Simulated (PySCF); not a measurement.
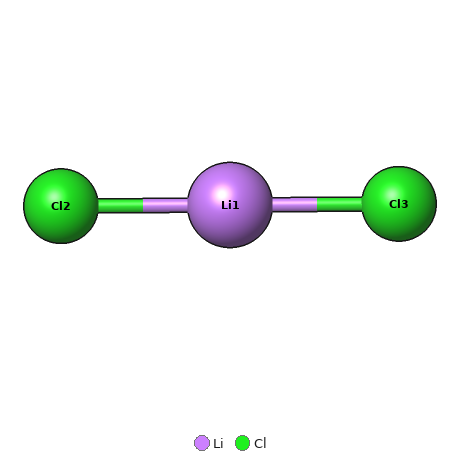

Rigid scan of LiCl₂⁻, singlet, from a minimum of the shape that electron-pair counting expects: all bonds to atom 1 scaled (atom 1 is the central atom). PBE0/def2-TZVPD, PySCF 2.14.0, restricted determinant, no spin-orbit coupling; energies counted from the minimum. Splines pass through the computed points.

> What does it cost to go to either end of the scan?

50.9 kJ/mol at 0.88 and 130.4 kJ/mol at 1.35.

> What values does the calculation give?

In kJ/mol:
```tsv
scale of the bond length	PBE0
0.88	50.9
0.92	19.9
0.96	4.4
1.00	0.0
1.04	3.6
1.08	12.7
1.14	33.5
1.22	68.3
1.35	130.4
```

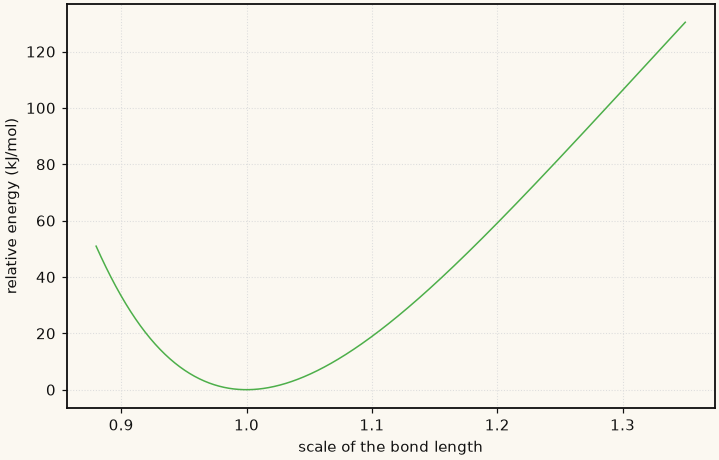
